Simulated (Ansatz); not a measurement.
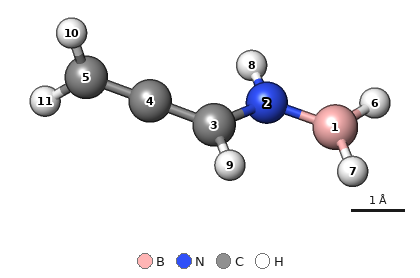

Fig. 1: The structure as given in the input (ball-and-stick view, seen at a tilt; atoms are numbered from 1 in the order of the input). Bond lengths as drawn: B–H 1.20 Å, B–N 1.39 Å, C–C 1.30 to 1.31 Å, C–H 1.09 Å, C–N 1.40 Å and H–N 1.01 Å.

# Nudged elastic band, with input and output: C₃H₆BN (part 1 of 2)

System: C₃H₆BN, SMILES BNC=C=C.
Method: RKS BHLYP-D4/def2-SVP (Ansatz 0.2.0).

It belongs to a series of runs on one base structure; here: band between the two ends. Figures and captions count atoms from 1; the log counts them from 0 in places.

Output
```
Engine: ansatz 0.2.0, x86_64-unknown-linux-gnu
Functional definition: BHLYP
  parameter a = 0.5
  exchange = (1 - a)*b88_x + a*exact_x
  correlation = lyp_c
1150 factors; integrals over basis functions are off by at most 3.4e-4 eV
mean field evaluation 1: about -5363.0839 eV, gradient 3.8e1 eV
mean field evaluation 2: about -5364.5162 eV, gradient 3.1e1 eV
mean field evaluation 4: about -5366.7178 eV, gradient 1.6e0 eV
mean field evaluation 8: about -5366.8251 eV, gradient 1.3e-1 eV
mean field evaluation 16: about -5366.8251 eV, gradient 3.2e-5 eV
mean field -5366.82509448 eV, -197.2271844576 hartree, gradient 3.2e-5 eV, S^2 0.000000; 0 other end points of the search recorded, 0 dependent functions left out
the calculation of the forces begins
reference -5366.82527751 eV, -197.2271911838 hartree; 18, 18 occupied and 82, 82 virtual orbitals, 1150 factors
1150 factors; integrals over basis functions are off by at most 3.3e-4 eV
mean field evaluation 32: about -5366.6894 eV, gradient 4.5e-5 eV
mean field -5366.68940390 eV, -197.2221979207 hartree, gradient 4.6e-5 eV, S^2 0.000000; 0 other end points of the search recorded, 0 dependent functions left out
[... from here on the field's lines of each further geometry are left out, up to the last ...]
NEB iter   1: max|band force component| = 1.238e2 eV/Å  barrier→ = 55.8659 eV  barrier← = 55.7409 eV  Δτ_max = 0.1983 Å  (286 SCF iters)
NEB iter   2: max|band force component| = 7.417e1 eV/Å  barrier→ = 33.7070 eV  barrier← = 33.5821 eV  Δτ_max = 0.1967 Å  (240 SCF iters)
NEB iter   3: max|band force component| = 3.240e1 eV/Å  barrier→ = 17.7905 eV  barrier← = 17.6655 eV  Δτ_max = 0.1981 Å  (234 SCF iters)
NEB iter   4: max|band force component| = 1.337e1 eV/Å  barrier→ = 10.6028 eV  barrier← = 10.4778 eV  Δτ_max = 0.2000 Å  (228 SCF iters)
NEB iter   5: max|band force component| = 7.026e0 eV/Å  barrier→ = 6.8110 eV  barrier← = 6.6860 eV  Δτ_max = 0.2000 Å  (227 SCF iters)
NEB iter   6: max|band force component| = 6.064e0 eV/Å  barrier→ = 4.7951 eV  barrier← = 4.6702 eV  Δτ_max = 0.1014 Å  (226 SCF iters)
NEB iter   7: max|band force component| = 3.964e0 eV/Å  barrier→ = 3.5315 eV  barrier← = 3.4065 eV  Δτ_max = 0.1022 Å  (228 SCF iters)
NEB iter   8: max|band force component| = 3.417e0 eV/Å  barrier→ = 2.3800 eV  barrier← = 2.2550 eV  Δτ_max = 0.1015 Å  (229 SCF iters)
NEB iter   9: max|band force component| = 2.647e0 eV/Å  barrier→ = 1.3937 eV  barrier← = 1.2687 eV  Δτ_max = 0.1942 Å  (231 SCF iters)
NEB iter  10: max|band force component| = 2.581e0 eV/Å  barrier→ = 0.6596 eV  barrier← = 0.5346 eV  Δτ_max = 0.2000 Å  (227 SCF iters)
NEB iter  11: max|band force component| = 1.695e0 eV/Å  barrier→ = 0.6534 eV  barrier← = 0.5285 eV  Δτ_max = 0.1988 Å  (225 SCF iters)
NEB iter  12: max|band force component| = 1.473e0 eV/Å  barrier→ = 0.5482 eV  barrier← = 0.4232 eV  Δτ_max = 0.2000 Å  (223 SCF iters)
NEB iter  13: max|band force component| = 2.411e0 eV/Å  barrier→ = 0.5102 eV  barrier← = 0.3852 eV  Δτ_max = 0.1006 Å  (222 SCF iters)
NEB iter  14: max|band force component| = 8.767e-1 eV/Å  barrier→ = 0.3759 eV  barrier← = 0.2509 eV  Δτ_max = 0.0905 Å  (226 SCF iters)
NEB iter  15: max|band force component| = 6.978e-1 eV/Å  barrier→ = 0.3280 eV  barrier← = 0.2030 eV  Δτ_max = 0.1017 Å  (224 SCF iters)
NEB iter  16: max|band force component| = 1.849e0 eV/Å  barrier→ = 0.4034 eV  barrier← = 0.2785 eV  Δτ_max = 0.0512 Å  (222 SCF iters)
NEB iter  17: max|band force component| = 4.454e-1 eV/Å  barrier→ = 0.2998 eV  barrier← = 0.1748 eV  CI = image 4  Δτ_max = 0.0516 Å  (215 SCF iters)
NEB iter  18: max|band force component| = 3.160e-1 eV/Å  barrier→ = 0.2884 eV  barrier← = 0.1635 eV  CI = image 4  Δτ_max = 0.0503 Å  (204 SCF iters)
NEB iter  19: max|band force component| = 2.325e-1 eV/Å  barrier→ = 0.2782 eV  barrier← = 0.1532 eV  CI = image 4  Δτ_max = 0.0354 Å  (205 SCF iters)
NEB iter  20: max|band force component| = 2.362e-1 eV/Å  barrier→ = 0.2738 eV  barrier← = 0.1488 eV  CI = image 4  Δτ_max = 0.0178 Å  (211 SCF iters)
NEB iter  21: max|band force component| = 1.101e-1 eV/Å  barrier→ = 0.2723 eV  barrier← = 0.1473 eV  CI = image 4  Δτ_max = 0.0356 Å  (195 SCF iters)
NEB iter  22: max|band force component| = 3.926e-1 eV/Å  barrier→ = 0.2718 eV  barrier← = 0.1468 eV  CI = image 4  Δτ_max = 0.0177 Å  (207 SCF iters)
NEB iter  23: max|band force component| = 2.003e-1 eV/Å  barrier→ = 0.2715 eV  barrier← = 0.1466 eV  CI = image 4  Δτ_max = 0.0358 Å  (196 SCF iters)
NEB iter  24: max|band force component| = 4.494e-1 eV/Å  barrier→ = 0.2714 eV  barrier← = 0.1464 eV  CI = image 4  Δτ_max = 0.0178 Å  (211 SCF iters)
NEB iter  25: max|band force component| = 2.697e-1 eV/Å  barrier→ = 0.2714 eV  barrier← = 0.1464 eV  CI = image 4  Δτ_max = 0.0353 Å  (206 SCF iters)
NEB iter  26: max|band force component| = 1.027e-1 eV/Å  barrier→ = 0.2713 eV  barrier← = 0.1464 eV  CI = image 4  Δτ_max = 0.0272 Å  (195 SCF iters)
NEB iter  27: max|band force component| = 2.938e-1 eV/Å  barrier→ = 0.2713 eV  barrier← = 0.1464 eV  CI = image 4  Δτ_max = 0.0136 Å  (187 SCF iters)
NEB iter  28: max|band force component| = 9.196e-2 eV/Å  barrier→ = 0.2713 eV  barrier← = 0.1464 eV  CI = image 4  Δτ_max = 0.0078 Å  (189 SCF iters)
the calculation of the forces begins
reference -5366.68132279 eV, -197.2219009453 hartree; 18, 18 occupied and 82, 82 virtual orbitals, 1150 factors
1150 factors; integrals over basis functions are off by at most 3.9e-4 eV
mean field -5366.54957672 eV, -197.2170593666 hartree, gradient 3.3e-5 eV, S^2 0.000000; 1 other end points of the search recorded, 0 dependent functions left out
the calculation of the forces begins
reference -5366.54976090 eV, -197.2170661349 hartree; 18, 18 occupied and 82, 82 virtual orbitals, 1150 factors
NEB iter  29: max|band force component| = 2.258e-2 eV/Å  barrier→ = 0.2713 eV  barrier← = 0.1464 eV  CI = image 4  Δτ_max = 0.0000 Å  (368 SCF iters)
```

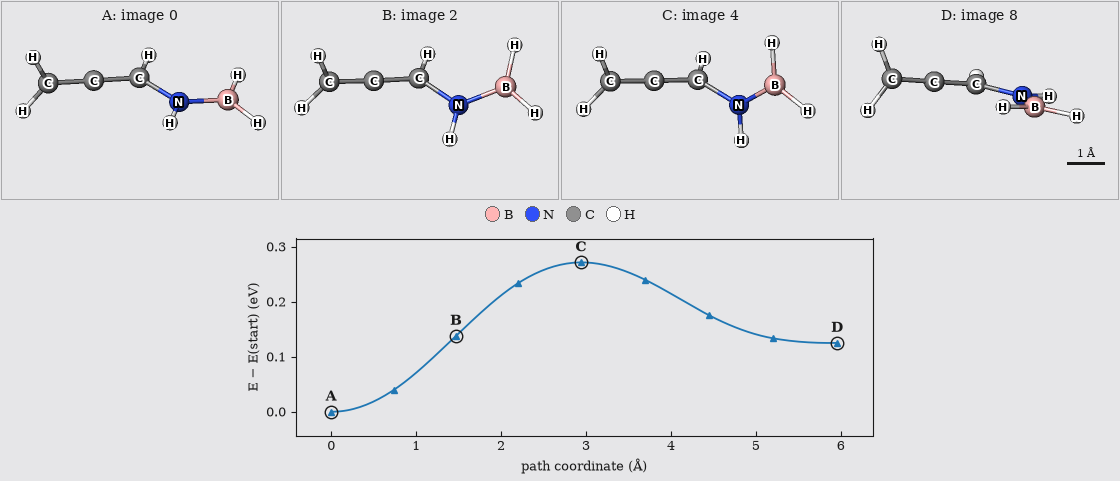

Fig. 2: Images of the last band (counted from 0; ball-and-stick, seen at an oblique angle) above the energy along the path; the line is a cubic interpolation that uses the forces. The highest image is number 4, 0.271 eV above the start and 0.146 eV above the end (the climbing image); the end lies 0.125 eV above the start. The path is 5.96 Å long. The band converged in 29 iterations.

```
Total energy: -5366.75821039 eV, -197.2247265123 hartree
Atom 0 at    -0.781340     0.990658     1.734552 Å, force    -0.001048     0.000440     0.001245 eV/Å
Atom 1 at     0.303204     0.815167     0.887988 Å, force    -0.001551     0.000008    -0.002908 eV/Å
Atom 2 at     0.246669     0.591629    -0.514592 Å, force     0.000383     0.003245    -0.000093 eV/Å
Atom 3 at     0.296505    -0.592480    -1.057590 Å, force     0.001775    -0.002792    -0.001074 eV/Å
Atom 4 at     0.342813    -1.765532    -1.614168 Å, force    -0.003481     0.002210     0.003354 eV/Å
Atom 5 at    -0.572632     1.179105     2.900847 Å, force     0.000392    -0.000153     0.000702 eV/Å
Atom 6 at    -1.891919     0.954607     1.284985 Å, force     0.000321     0.000574     0.000077 eV/Å
Atom 7 at     1.237843     0.851630     1.262392 Å, force     0.000787    -0.001198    -0.000266 eV/Å
Atom 8 at     0.160704     1.468287    -1.156269 Å, force    -0.000174    -0.001402     0.001059 eV/Å
Atom 9 at     1.288788    -2.219068    -1.899444 Å, force     0.000746     0.000012    -0.000597 eV/Å
Atom 10 at    -0.565335    -2.331003    -1.808002 Å, force     0.001852    -0.000943    -0.001500 eV/Å
Dipole moment:     0.312930    -0.091625    -0.223148 e Å
this run last wrote the band of iteration 29 to [file]
```

The last band as extended XYZ (Å, eV, eV/Å)
```
11
Properties=species:S:1:pos:R:3:forces:R:3 image=0 energy=-5367.02935
B    -0.5798    1.5424    1.6958    0.0033  -0.0056  -0.0017
N    -0.0365    0.4901    0.9661   -0.0073   0.0103   0.0016
C    -0.2900    0.1973   -0.3767    0.0082  -0.0044   0.0107
C     0.2369   -0.7925   -1.0468   -0.0035   0.0015  -0.0062
C     0.7571   -1.7746   -1.7228    0.0002   0.0004   0.0011
H    -0.2664    1.6680    2.8448   -0.0008  -0.0008  -0.0028
H    -1.3435    2.2910    1.1542   -0.0017   0.0006   0.0010
H     0.6068   -0.1448    1.4097    0.0005  -0.0003  -0.0043
H    -0.9875    0.8741   -0.8629    0.0003   0.0017   0.0009
H     1.6894   -1.6568   -2.2723    0.0022  -0.0007  -0.0006
H     0.2788   -2.7514   -1.7684   -0.0014  -0.0025   0.0002
11
Properties=species:S:1:pos:R:3:forces:R:3 image=1 energy=-5366.98998
B    -0.6669    1.4436    1.7231    0.0091   0.0171  -0.0025
N     0.0865    0.5965    0.9181   -0.0136  -0.0156   0.0079
C    -0.1526    0.3145   -0.4325   -0.0135  -0.0155   0.0054
C     0.2916   -0.7357   -1.0686   -0.0072  -0.0063   0.0008
C     0.6908   -1.8063   -1.6899    0.0113   0.0015  -0.0086
H    -0.3752    1.5477    2.8798    0.0094   0.0148  -0.0008
H    -1.5932    2.0310    1.2397    0.0274   0.0489  -0.0074
H     0.8392    0.0638    1.3217   -0.0292  -0.0379   0.0107
H    -0.7705    1.0439   -0.9499   -0.0320  -0.0213   0.0157
H     1.6429   -1.8531   -2.2140    0.0101   0.0223  -0.0148
H     0.0728   -2.7028   -1.7068    0.0281  -0.0081  -0.0066
11
Properties=species:S:1:pos:R:3:forces:R:3 image=2 energy=-5366.89153
B    -0.7321    1.3070    1.7379    0.0169   0.0236  -0.0028
N     0.1804    0.6872    0.8926   -0.0198  -0.0122   0.0280
C    -0.0167    0.4296   -0.4779   -0.0119  -0.0232  -0.0051
C     0.3162   -0.6828   -1.0734   -0.0094  -0.0147  -0.0162
C     0.5983   -1.8111   -1.6550    0.0229   0.0093  -0.0249
H    -0.4636    1.4067    2.9010    0.0085   0.0138   0.0036
H    -1.7679    1.7053    1.2843    0.0289   0.0795  -0.0088
H     1.0212    0.2864    1.2738   -0.0361  -0.0577   0.0060
H    -0.4929    1.2264   -1.0451   -0.0491  -0.0365   0.0278
H     1.5677   -2.0068   -2.1080    0.0052   0.0253  -0.0138
H    -0.1453   -2.6049   -1.7095    0.0438  -0.0071   0.0061
11
Properties=species:S:1:pos:R:3:forces:R:3 image=3 energy=-5366.79538
B    -0.7714    1.1441    1.7466    0.0030   0.0190  -0.0012
N     0.2465    0.7515    0.8890    0.0064  -0.0080  -0.0007
C     0.1133    0.5259   -0.5045   -0.0161  -0.0028   0.0031
C     0.3094   -0.6317   -1.0718   -0.0054  -0.0109  -0.0054
C     0.4793   -1.7897   -1.6367    0.0214   0.0016  -0.0093
H    -0.5243    1.2696    2.9130    0.0031   0.0079   0.0049
H    -1.8685    1.3359    1.3029    0.0053   0.0546  -0.0019
H     1.1600    0.5458    1.2582   -0.0098  -0.0501   0.0096
H    -0.1732    1.3810   -1.1145   -0.0404  -0.0162   0.0140
H     1.4514   -2.1158   -1.9979    0.0144   0.0120  -0.0177
H    -0.3572   -2.4736   -1.7637    0.0183  -0.0072   0.0045
11
Properties=species:S:1:pos:R:3:forces:R:3 image=4 energy=-5366.75803
B    -0.7813    0.9907    1.7346   -0.0010   0.0004   0.0012
N     0.3032    0.8152    0.8880   -0.0016   0.0000  -0.0029
C     0.2467    0.5916   -0.5146    0.0004   0.0032  -0.0001
C     0.2965   -0.5925   -1.0576    0.0018  -0.0028  -0.0011
C     0.3428   -1.7655   -1.6142   -0.0035   0.0022   0.0034
H    -0.5726    1.1791    2.9008    0.0004  -0.0002   0.0007
H    -1.8919    0.9546    1.2850    0.0003   0.0006   0.0001
H     1.2378    0.8516    1.2624    0.0008  -0.0012  -0.0003
H     0.1607    1.4683   -1.1563   -0.0002  -0.0014   0.0011
H     1.2888   -2.2191   -1.8994    0.0007   0.0000  -0.0006
H    -0.5653   -2.3310   -1.8080    0.0019  -0.0009  -0.0015
```
